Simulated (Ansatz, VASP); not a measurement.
# Ge (Germanium): VASP beside Ansatz, part 2 of 2

Aim: how closely do two programs agree when they are given the same cell, functional and k mesh?

VASP 6.6.1 and Ansatz 0.2.0.

So far: The structure; VASP: band structure, HSE06.

## (3) Ansatz: band structure, HSE06

Level of this step: Ansatz beside VASP: Kohn-Sham DFT, plane waves, HSE06 (Ansatz).

Ansatz runs on its default PAW (the set named soft_2) files.

The same cell, functional, mesh and smearing now go to Ansatz, which takes its cutoff from its data sets.

input.yaml

```yaml
crystal:
  lattice:
    - [0.0, 2.82891, 2.82891]
    - [2.82891, 0.0, 2.82891]
    - [2.82891, 2.82891, 0.0]
  atoms:
    - { symbol: Ge, position: [0.0, 0.0, 0.0] }
    - { symbol: Ge, position: [0.25, 0.25, 0.25] }
hamiltonian:
  xc: { exchange: pbe, correlation: pbe, exx: { coeff: 0.25, omega: 0.2 } }
  pseudopotentials: { kind: paw }
kpoints:
  mp_grid: { grid: [4, 4, 4] }
  band_path:
    path:
      - [0.0, 0.0, 0.0]
      - [0.5, 0.0, 0.5]
      - [0.5, 0.2, 0.7]
      - [0.4, 0.35, 0.75]
      - [0.15, 0.15, 0.3]
      - [0.2, 0.2, 0.2]
      - [0.5, 0.5, 0.5]
      - [0.55, 0.4, 0.55]
      - [0.6, 0.25, 0.65]
      - [0.5, 0.25, 0.75]
      - [0.5, 0.5, 0.5]
      - [0.375, 0.375, 0.75]
      - [0.5, 0.0, 0.5]
    npoints: 1
scf:
  occupations: { method: gaussian, width: 0.02 }
  n_extra_bands: 7
output:
  forces: true
  stress: true
  eigenvalues: true
```

On the command line:

```console
ansatz run input.yaml --threads 4 --pin off --max-ram 9216MiB --backend cpu --events-out ev --progress --plain --runs-dir out
```

Numbers of over 12 decimals in the logs are rounded to 6 here.

What it wrote:

```text
Warning: output.stress: scf.convergence.dr2_threshold = 1e-7 eV (the SCF's general default) is looser than the 2e-10 eV advised for a printed stress (1e-10 eV for each atom of the cell: 2). What an SCF threshold leaves in a stress goes as its square root, and in the free energy as the threshold itself, and one threshold admits the most on a small cell: [figures from the program's tests cut] Set scf.convergence.dr2_threshold to 2e-10 eV or tighter. The threshold is an SCF's pass mark: one that does not reach it within its budget of iterations ends unconverged, or closes short of it on a stop that the run arms, and scf.convergence.dr2_threshold's page says what that costs each kind of run
Warning: output.stress: scf.exx.energy_threshold = 1e-6 eV is looser than the 2e-8 eV advised for a stress under a hybrid functional (1e-8 eV for each atom of the cell: 2). Every SCF of the exchange loop can meet its threshold on dr2 while the loop round them stops early: no threshold on dr2 bounds what that leaves in the stress. Set scf.exx.energy_threshold to 2e-8 eV or tighter. The threshold is the loop's pass mark: a loop that does not reach it within its budget of cycles ends unconverged, and scf.exx.energy_threshold's page has the law
scf.n_extra_bands = 7 over 14 filled bands (N_el = 28.0): the run solves 21 bands
Engine: ansatz 0.2.0, aarch64-unknown-linux-gnu
Pseudopotentials: kind: paw
Pseudopotential: Ge, paw, valence charge 14, recommended cutoff 420 eV (normal), Ge.paw.azcp
Functional definition: unnamed
  parameter a_1 = 0.25
  parameter omega_1 = 0.2/angstrom
  exchange = pbe_x + (-a_1)*pbe_x_sr(omega_1) + a_1*exact_x_sr(omega_1)
  correlation = pbe_c
Crystal: 2 atoms, lattice volume = 45.278 Å³
Basis set: ecut = 420 eV, 893 PW (Γ), exchange–correlation on 54×54×54 points (8 copies of the dense FFT grid, shifted against one another)
Bands: 21, of which v1, the nominal top of the filled ones, is band 14 counted from 1 (13 counted from 0)
Symmetry: 48 space group operations
Space group: Fd-3m (ITA 227), of the structure as read, at distance tolerance 3.6e-5 Å
k-points: 8 of 64
Non-local potential: Ge, projectors of the file, l = 0: 2, l = 1: 2, l = 2: 3, l = 3: 1
PAW form: soft (Blöchl's): semilocal exchange-correlation on the pseudo side does not see the compensation charge
PAW frozen core: Ge, regenerated for the run's functional, and the local potential with it (the file was generated under x = pbe(κ = 0.804, μ = 0.219515), c = pbe(β = 0.066725))
PAW one-centre angular grid: Ge, 590 points (default); XC on 64 Gauss nodes
Initial density: superposition of atomic densities (neutral atoms: chi_scale 0, normalization atom), corrected by the library's trained network
Initial wavefunctions: pseudopotential atomic-orbital guess
Functional: x = pbe(κ = 0.804, μ = 0.219515), c = pbe(β = 0.066725), warm-up for x = pbe(κ = 0.804, μ = 0.219515) + 0.25 (exact − pbe) at short range (hse, ω = 0.2 Å⁻¹), c = pbe(β = 0.066725)
SCF iter   1: F=—  HF=-8589.680780 eV  |F-HF|=—  |Δ(HF+E_count)|=         —  Δρ=1.71e-3  dr2=1.22e-3  ethr=1.77e-3  ⟨swp⟩=8.6  Hψ=700  notcnv=0
preconditioner: auto → none  [insulator: Δε(μ)=0.038 eV  Ē_g=25.992 eV  σ=0.020 eV  W_gap=0.80  n_scr=14 (ndim 8)  ℏωp=29.2 eV  f_vac=0.080  D(μ)=1.20/eV (n_scr^D=8)]
SCF iter   2: F=—  HF=-8589.680785 eV  |F-HF|=—  |Δ(HF+E_count)|=   5.05e-6  Δρ=8.28e-4  dr2=2.26e-4  ethr=4.37e-6  ⟨swp⟩=3.9  Hψ=405  notcnv=0  defer=8
iter 3 solved again at ethr=3.23e-9 eV; its pass at ethr=8.08e-7 eV (dr2=9.05e-7 eV) is discarded
SCF iter   3: F=—  HF=-8589.680789 eV  |F-HF|=—  |Δ(HF+E_count)|=   4.41e-6  Δρ=6.88e-5  dr2=9.58e-7  ethr=3.23e-9  ⟨swp⟩=4.1  Hψ=773  notcnv=0  defer=1
SCF iter   4: F=—  HF=-8589.680790 eV  |F-HF|=—  |Δ(HF+E_count)|=   9.07e-7  Δρ=2.91e-5  dr2=2.43e-7  ethr=3.23e-9  ⟨swp⟩=3.1  Hψ=396  notcnv=0
SCF iter   5: F=—  HF=-8589.680790 eV  |F-HF|=—  |Δ(HF+E_count)|=   3.44e-7  Δρ=5.42e-6  dr2=8.41e-9  ethr=8.69e-10  ⟨swp⟩=3.0  Hψ=394  notcnv=0
SCF iter   6: F=—  HF=-8589.680790 eV  |F-HF|=—  |Δ(HF+E_count)|=   8.31e-9  Δρ=1.48e-6  dr2=4.36e-10  ethr=3.01e-11  ⟨swp⟩=3.0  Hψ=394  notcnv=0
SCF iter   7: F=-8589.680790 eV  HF=-8589.680790 eV  |F-HF|=9.09e-12  |Δ(HF+E_count)|=  3.93e-10  Δρ=1.70e-7  dr2=5.05e-12  ethr=1.56e-12  ⟨swp⟩=3.0  Hψ=378  notcnv=0
SCF 1 converged in 7 iterations: F = -8589.680790 eV  dr2 = 5.05e-12
  greatest PAW one-centre occupation: 0.998 electrons in one spin orbital (limit 2), on the Ge atom at site 1 (counted from 0), in its partial waves of l = 2
Initial density: handed on by an earlier stage of this run
Initial wavefunctions: those handed on with the density
Functional: x = pbe(κ = 0.804, μ = 0.219515) + 0.25 (exact − pbe) at short range (hse, ω = 0.2 Å⁻¹), c = pbe(β = 0.066725)
Exchange kernel: α = 0.2500, screened, ω = 0.2000 Å⁻¹, Wigner–Seitz truncation, v(0) = 1102.8163 eV·Å³, q-mesh 4×4×4, nearest image of the exchange supercell L = 16.00 Å, pair-density grid 20×20×20, without the augmentation charges, whose exchange is taken in its separable form by FFT convolution over the k-point mesh (sized by the pseudopotential files, 24×24×24 at the most), smooth part of the exact exchange by density-matrix convolution
Frozen-core exchange: fock
iter 1 solved again at ethr=5.01e-5 eV; its pass at ethr=1.00e-1 eV (dr2=1.40e-2 eV) is discarded
SCF iter   1: F=—  HF=-8591.490718 eV  |F-HF|=—  |Δ(HF+E_count)|=         —  Δρ=1.24e-2  dr2=2.14e-2  ethr=5.01e-5  ⟨swp⟩=4.2  Hψ=944  notcnv=0
preconditioner: auto → none  [insulator: Δε(μ)=0.819 eV  Ē_g=29.525 eV  σ=0.020 eV  W_gap=1.00  n_scr=14 (ndim 8)  ℏωp=29.2 eV  f_vac=0.084  D(μ)=0.00/eV (n_scr^D=0)]
[...]
SCF iter   3: F=—  HF=-8591.471666 eV  |F-HF|=—  |Δ(HF+E_count)|=   2.04e-4  Δρ=1.74e-3  dr2=1.02e-3  ethr=5.73e-6  ⟨swp⟩=2.0  Hψ=284  notcnv=0
SCF iter   4: F=—  HF=-8591.471651 eV  |F-HF|=—  |Δ(HF+E_count)|=   1.52e-5  Δρ=2.81e-5  dr2=6.35e-4  ethr=1.34e-6  ⟨swp⟩=2.0  Hψ=286  notcnv=0
SCF iter   5: F=—  HF=-8591.479834 eV  |F-HF|=—  |Δ(HF+E_count)|=   8.18e-3  Δρ=9.91e-4  dr2=1.35e-4  ethr=1.25e-9  ⟨swp⟩=5.1  Hψ=723  notcnv=0
SCF iter   6: F=-8591.479726 eV  HF=-8591.479726 eV  |F-HF|=1.19e-7  |Δ(HF+E_count)|=   1.08e-4  Δρ=2.10e-5  dr2=8.43e-6  ethr=1.25e-9  ⟨swp⟩=4.0  Hψ=556  notcnv=0
SCF 2 stopped early in 6 iterations: F = -8591.479726 eV  dr2 = 8.43e-6
hybrid outer 1: dexx = +9.311e-3 eV, tail = 6.94e-5 eV
Exchange kernel: α = 0.2500, screened, ω = 0.2000 Å⁻¹, Wigner–Seitz truncation, v(0) = 1102.8163 eV·Å³, q-mesh 4×4×4, nearest image of the exchange supercell L = 16.00 Å, pair-density grid 20×20×20, without the augmentation charges, whose exchange is taken in its separable form by FFT convolution over the k-point mesh (sized by the pseudopotential files, 24×24×24 at the most), smooth part of the exact exchange by density-matrix convolution
Frozen-core exchange: fock
SCF iter   1: F=—  HF=-8591.480277 eV  |F-HF|=—  |Δ(HF+E_count)|=         —  Δρ=1.65e-4  dr2=4.16e-6  ethr=1.24e-6  ⟨swp⟩=3.9  Hψ=369  notcnv=0
preconditioner: auto → none  [insulator: Δε(μ)=0.887 eV  Ē_g=29.308 eV  σ=0.020 eV  W_gap=1.00  n_scr=14 (ndim 8)  ℏωp=29.2 eV  f_vac=0.082  D(μ)=0.00/eV (n_scr^D=0)]
SCF iter   2: F=—  HF=-8591.480276 eV  |F-HF|=—  |Δ(HF+E_count)|=   8.77e-7  Δρ=7.29e-6  dr2=7.01e-7  ethr=1.24e-8  ⟨swp⟩=4.0  Hψ=442  notcnv=0
SCF iter   3: F=—  HF=-8591.480276 eV  |F-HF|=—  |Δ(HF+E_count)|=   8.74e-9  Δρ=1.17e-6  dr2=6.91e-7  ethr=2.07e-11  ⟨swp⟩=4.1  Hψ=509  notcnv=0
SCF iter   4: F=—  HF=-8591.480277 eV  |F-HF|=—  |Δ(HF+E_count)|=   5.70e-7  Δρ=1.78e-5  dr2=1.06e-7  ethr=1.00e-12  ⟨swp⟩=5.6  Hψ=620  notcnv=0
SCF iter   5: F=—  HF=-8591.480277 eV  |F-HF|=—  |Δ(HF+E_count)|=   2.37e-8  Δρ=2.68e-6  dr2=1.03e-8  ethr=1.00e-12  ⟨swp⟩=4.8  Hψ=511  notcnv=0
SCF iter   6: F=-8591.480277 eV  HF=-8591.480277 eV  |F-HF|=5.53e-10  |Δ(HF+E_count)|=   1.17e-8  Δρ=4.15e-7  dr2=8.78e-9  ethr=1.00e-12  ⟨swp⟩=4.0  Hψ=487  notcnv=0
SCF 3 converged in 6 iterations: F = -8591.480277 eV  dr2 = 8.78e-9
  Residual-converged pass: ⟨swp⟩=1.1  Hψ=169  notcnv=0  max |occ|·‖R‖ = 1.1e-6 eV (tolerance 2.4e-6 eV)  dr2=8.78e-9  dr2_onsite=1.41e-9  max |Δocc| = 2.2e-227
hybrid outer 2: dexx = +3.040e-6 eV, tail = 5.58e-8 eV, Δε = 5.08e-3 eV (about 1.67e-4 eV left of the loop's levels)
NSCF: frozen V_eff on 13 k-points
hybrid SCF converged: 2 outer / 12 inner (+7 warm-up), last move |dexx| = 3.04e-6 eV, tail = 5.58e-8 eV
Stability not checked: this state was not tested for a lower state beside it, because the functional holds exact exchange (a hybrid, or Hartree-Fock), whose exchange loop this test does not read (fock_operator; see scf.lower_state_search)
Free energy (F): -8591.480277 eV
Frozen-core exchange: fock
Harris-Foulkes:  -8591.480277 eV  (|F-HF|=5.53e-10)
Internal energy: -8591.480277 eV  (E = F + TS)
E sigma→0 (E₀):  -8591.480277 eV
Fermi energy:    8.691091 eV
--- Per-component energies (eV) ---
  E_band       = -373.369710
  E_kinetic    = 221.774257
  E_local      = -4947.649198  (includes V_loc(G=0)·N_el)
  E_nonlocal   = 840.193004
  E_hartree    = 2176.636304
  E_xc         = -121.449959
  E_vxc        = -103.680343  (∫ρ·V_xc dr)
  E_exx        = -109.524493  (= α·E_x^exact, valence–valence)
  E_paw        = -3963.596422  (= ΣΔE_a)
  E_vpaw       = -518.232896  (= ΣTr[D̂ρ^β])
  E_aug_tail   = 0.000717  (compensation charges beyond the density's cutoff)
  E_ewald      = -2687.134708
  E_core_change = -0.729780  (= ΣΔE_core)
  E_smearing   = -0.000000  (= −TS)
  E_closure    = 0.000000  (closes the sum)
  Σ components = -8591.480277   (vs F -8591.480277, Δ=0.00e0)
--- Forces (eV/Å), atoms counted from 1 ---
  atom   1  Ge     0.00000000    -0.00000000     0.00000000
  atom   2  Ge    -0.00000000     0.00000000     0.00000000
  max |Σ_I F_I| component: 4.63e-17 eV/Å
--- Stress (GPa, compression-positive) ---
        1.168014      -0.000000      -0.000000
       -0.000000       1.168014      -0.000000
       -0.000000      -0.000000       1.168014
  P = ⅓ Tr σ = 1.1680 GPa (11.680 kbar)
--- Band table (eV; the first three rows and the last of 8) ---
  k-point 0: bands = [... 10 lower, -5.7755, 8.2464, 8.2464, 8.2464, 9.2133, 11.5051, 11.5051, 11.5051, ... 3 higher]
  k-point 1: bands = [... 10 lower, -4.9518, 3.2416, 7.3099, 7.3099, 9.6626, 12.6488, 12.6488, 14.8672, ... 3 higher]
  k-point 2: bands = [... 10 lower, -3.4445, -0.0251, 6.7263, 6.7263, 9.1359, 12.7391, 12.7391, 16.2214, ... 3 higher]
  k-point 7: bands = [... 10 lower, -1.3233, -1.3233, 4.0309, 4.0309, 13.5049, 13.5049, 13.6989, 13.6989, ... 3 higher]
```

It took 34 s on 4 threads of Arm Neoverse N1, shared host; peak memory 0.58 GiB.

The column dr2 measures how far the density is from self-consistency, as an energy; F and HF (Harris–Foulkes) agree once it is small.

## (4) Differences

Known differences besides the PAW data sets themselves: exact exchange at q = 0 is treated differently, which shows on coarse meshes; VASP keeps PBE cores, Ansatz makes them for the functional; the cutoff is 420 eV in Ansatz and 410 eV in VASP; VASP takes a coarser grid for exact exchange (PRECFOCK = Fast). Total energies have different zeros and are not compared.

Both answers:

```
                     quantity  Ansatz   VASP  difference
gap over the path points (eV)   0.889  0.899      -0.010
```

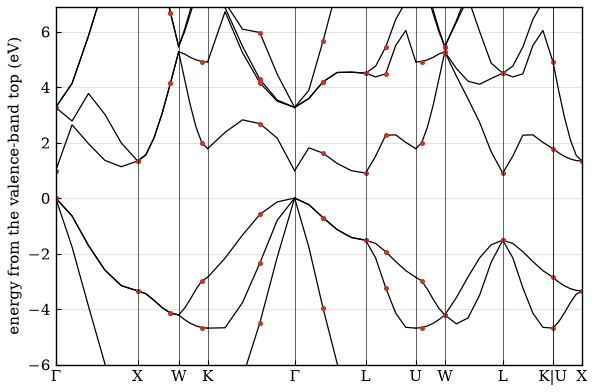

Bands from VASP (lines) and levels from Ansatz (dots). Dots without a line are higher empty bands that the VASP plot leaves out.

Levels at points of the path, from each program's valence-band top (eV; 3 filled, then empty):

```
k (reciprocal lattice)                             Ansatz                               VASP
     0.000 0.000 0.000      0.00 0.00 0.00 0.97 3.26 3.26      0.00 0.00 0.00 0.98 3.27 3.27
     0.500 0.000 0.500  -9.68 -3.35 -3.35 1.33 1.33 10.84  -9.68 -3.35 -3.35 1.33 1.33 10.85
     0.500 0.200 0.700   -9.58 -4.15 -4.15 4.14 4.14 6.66   -9.58 -4.14 -4.14 4.15 4.15 6.68
     0.400 0.350 0.750   -9.04 -4.67 -2.98 1.98 4.92 8.00   -9.03 -4.67 -2.98 1.99 4.92 8.02
     0.150 0.150 0.300   -4.50 -2.35 -0.59 2.67 4.15 4.28   -4.50 -2.34 -0.59 2.69 4.16 4.28
     0.200 0.200 0.200   -3.97 -0.71 -0.71 1.61 4.18 4.18   -3.96 -0.70 -0.70 1.62 4.19 4.19
     0.500 0.500 0.500   -8.27 -1.52 -1.52 0.89 4.49 4.49   -8.27 -1.52 -1.52 0.90 4.50 4.50
     0.550 0.400 0.550   -8.25 -3.23 -1.93 2.26 4.47 5.44   -8.25 -3.23 -1.93 2.27 4.48 5.45
     0.600 0.250 0.650   -9.04 -4.67 -2.98 1.98 4.92 8.00   -9.03 -4.67 -2.98 1.99 4.92 8.02
     0.500 0.250 0.750   -9.57 -4.22 -4.22 5.26 5.26 5.45   -9.57 -4.21 -4.21 5.27 5.27 5.46
```

Among the levels compared (up to four filled and three empty ones at each point), filled levels agree within 4 meV and empty ones within 17 meV.

## (5) What came out

| Quantity | Value |
| --- | --- |
| difference in gap over the path points (band structure, HSE06) | -0.0096 eV |

**Reading.** The difference in gap over the path points is -0.0096 eV (band structure, HSE06), within the 0.08 eV picked in this series as the mark of a large difference. Differences of this kind measure data sets and numerical settings, not the functional's error against experiment.

[Lines on the potential files, build, host, timing and source positions are cut from VASP's logs without a mark.]

[Logs are printed without paths, hosts, clocks, repeated set-up lines and the standing remarks that a program may print on its own settings, such as how far it seeks lower states.]

[Hosts, paths, dates, database ids (printed as entryN), source tags and the programs' standing remarks are cut or masked in the printed files.]
